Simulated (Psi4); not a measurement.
# TPSSh/def2-TZVPP run of CF2 (SMILES F[C]F)

Aim: the vertical singlet–triplet gap of CF2 at TPSSh/def2-TZVPP, from 2 runs. 

The results are computed with Psi4 1.11.

### 1 The system as given

CF2 has 3 atoms, charge 0, and is taken as a singlet. SMILES: `F[C]F`. The coordinates come from a PBE0-D4/def2-TZVP relaxation.

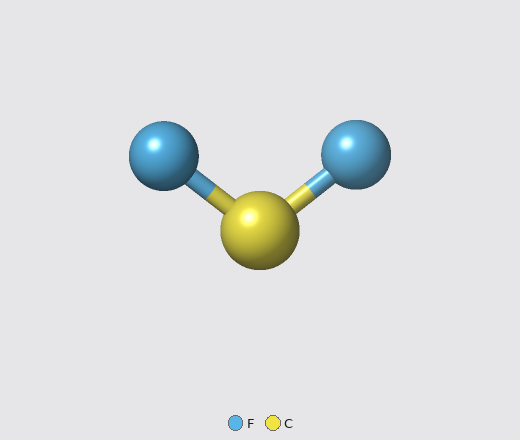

The structure, seen from a chosen angle (fluorine blue, carbon yellow).

### 2 The energy at TPSSh/def2-TZVPP

Contents of run.py:

```python
import psi4

psi4.set_memory('2200 MB')
psi4.set_num_threads(1)
psi4.core.set_output_file('psi4.out', False)

m = psi4.geometry("""
0 1
F      0.316310     0.971410     0.281600
C      0.382340    -0.318520     0.175150
F     -0.698640    -0.652890    -0.456750
symmetry c1
""")

options = {'reference': 'rks', 'puream': True, 'e_convergence': 1e-09, 'd_convergence': 1e-08, 'scf_type': 'pk', 'dft_radial_points': 99, 'dft_spherical_points': 590}
psi4.set_options(options)

e_tot = psi4.energy('tpssh/def2-TZVPP')
print(f'total energy {e_tot:.8f} hartree = {e_tot * 27.211386:.5f} eV')
```

Launch:

```console
$ python run.py
```

psi4.out, cut to the lines that bear on the results:

```text
[...]
  Running in c1 symmetry.
[...]
  Nuclear repulsion =   64.979424921358842
[...]
  Multiplicity = 1
[...]
  Nalpha       = 12
  Nbeta        = 12
[...]
    Number of basis functions: 93
[...]
   @RKS iter   1:  -237.76883093604405   -2.61696e-01   3.54569e-03 DIIS/ADIIS
[...]
   @RKS iter  10:  -237.80046415733682   -6.33804e-12   1.71281e-09 DIIS
[...]
    Orbital Energies [Eh]
    ---------------------
    Doubly Occupied:
       1A    -24.680840     2A    -24.680839     3A    -10.310584
       4A     -1.319786     5A     -1.244176     6A     -0.688788
       7A     -0.585328     8A     -0.540350     9A     -0.530709
      10A     -0.462888    11A     -0.433353    12A     -0.292501
[...]
  @RKS Final Energy:  -237.80046415733682
   => Energetics <=
    Nuclear Repulsion Energy =             64.9794249213588415
    One-Electron Energy =                -457.7883074287671548
    Two-Electron Energy =                 178.7468034611239318
    DFT Exchange-Correlation Energy =     -23.7383851110524198
    Empirical Dispersion Energy =           0.0000000000000000
    VV10 Nonlocal Energy =                  0.0000000000000000
    Total Energy =                       -237.8004641573368190
[...]
 Multipole Moments:
 ------------------------------------------------------------------------------------
     Multipole            Electronic (a.u.)      Nuclear  (a.u.)        Total (a.u.)
 ------------------------------------------------------------------------------------
 L = 1.  Multiply by 2.5417464519 to convert [e a0] to [Debye]
 Dipole X            :         -0.5128211            0.2848877           -0.2279333
 Dipole Y            :          0.3912965           -0.2173724            0.1739241
 Dipole Z            :          0.0000000            0.0000000            0.0000000
 Magnitude           :                                                    0.2867110
[...]
```

Standard output:

```text
total energy -237.80046416 hartree = -6470.88022 eV
```

It took 29 s on 1 thread of Intel Xeon at 2.50GHz (Skylake/Cascade Lake), shared host; peak memory 1.3 GiB.

### 3 The triplet: energy and gradient at UTPSSh/def2-TZVPP

Contents of job.dat:

```
memory 2200 MB

molecule m {
  0 3
  F      0.316310     0.971410     0.281600
  C      0.382340    -0.318520     0.175150
  F     -0.698640    -0.652890    -0.456750
  symmetry c1
  no_reorient
  no_com
}

set {
  reference uks
  puream true
  e_convergence 1e-09
  d_convergence 1e-08
  scf_type pk
  dft_radial_points 99
  dft_spherical_points 590
  maxiter 100
}

E, wfn = gradient('tpssh/def2-TZVPP', return_wfn=True)
oeprop(wfn, 'DIPOLE', 'WIBERG_LOWDIN_INDICES', 'MAYER_INDICES')
print_variables()
```

Launch:

```console
$ psi4 job.dat job.out -n 1
```

job.out, cut to the lines that bear on the results:

```text
[...]
  Running in c1 symmetry.
[...]
  Nuclear repulsion =   64.979424921358827
[...]
  Multiplicity = 3
[...]
  Nalpha       = 13
  Nbeta        = 11
[...]
    Number of basis functions: 93
[...]
   @UKS iter   1:  -237.67684736403510   -1.69712e-01   3.35768e-03 ADIIS/DIIS
[...]
   @UKS iter  11:  -237.70976723216120   -5.22959e-12   7.23399e-09 DIIS
[...]
   @S^2 Observed:                2.003752975E+00
[...]
  @UKS Final Energy:  -237.70976723216120
   => Energetics <=
    Nuclear Repulsion Energy =             64.9794249213588273
    One-Electron Energy =                -458.1665476733699052
    Two-Electron Energy =                 179.2815613848185308
    DFT Exchange-Correlation Energy =     -23.8042058649686581
    Empirical Dispersion Energy =           0.0000000000000000
    VV10 Nonlocal Energy =                  0.0000000000000000
    Total Energy =                       -237.7097672321611981
[...]
  -Total Gradient:
     Atom            X                  Y                   Z
    ------   -----------------  -----------------  -----------------
       1       -0.032075880359    -0.041203890608    -0.022213097416
       2        0.008296163854    -0.006909105378     0.003800764406
       3        0.023748645616     0.048138878873     0.018398099098
[...]
 Multipole Moments:
 ------------------------------------------------------------------------------------
     Multipole            Electronic (a.u.)      Nuclear  (a.u.)        Total (a.u.)
 ------------------------------------------------------------------------------------
 L = 1.  Multiply by 2.5417464519 to convert [e a0] to [Debye]
 Dipole X            :          2.3385399           -2.1673836            0.1711563
 Dipole Y            :         -1.9483295            1.8057467           -0.1425828
 Dipole Z            :          1.0713646           -0.9929566            0.0784080
 Magnitude           :                                                    0.2361613
[...]
```

Wall time 58 s (1 thread of Intel Xeon at 2.50GHz (Skylake/Cascade Lake), shared host); peak memory 1.3 GiB.

### 4 What came out

At TPSSh/def2-TZVPP:

```
                                        quantity          value
                           singlet: total energy  -237.80046 Eh
                          singlet: dipole moment         0.73 D
                            singlet: HOMO energy       -7.96 eV
                            singlet: LUMO energy       -2.84 eV
                          singlet: HOMO–LUMO gap        5.12 eV
                           triplet: total energy  -237.70977 Eh
                          triplet: dipole moment         0.60 D
     triplet: HOMO energy (highest over α and β)       -5.22 eV
      triplet: LUMO energy (lowest over α and β)       -5.03 eV
                                   triplet: ⟨S²⟩          2.004
               triplet: largest force on an atom     2.918 eV/Å
vertical energy of the triplet above the singlet       2.468 eV
```

At this shape the triplet lies 2.47 eV (57 kcal/mol) above the singlet.
